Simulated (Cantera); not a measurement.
Input: 1 mol FeS2, 1.5 mol H2, equilibrated at 11.0 mbar.

Cantera equilibrium calculation (NASA polynomials, part measured and part estimated; ideal gas, pure solids and liquids). Candidate condensed phases: Fe, FeS, FeS2, S; 8 gas species. FeS: taken at fixed stoichiometry. Gases not in the tables: S3 to S7. The numbers say what is thermodynamically allowed, not how fast it happens.

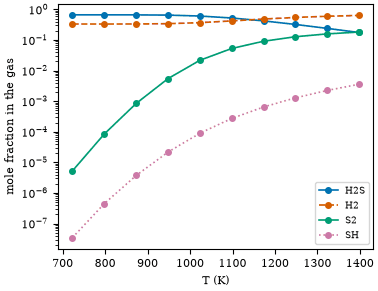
Figure: Equilibrium gas composition (values under 1e-9 drawn at 1e-9)

**Question.** Read off the mole fractions at 948 K.

**Answer.** H2S about 0.65, H2 about 0.34, S2 about 0.0055, SH about 2.2e-5.
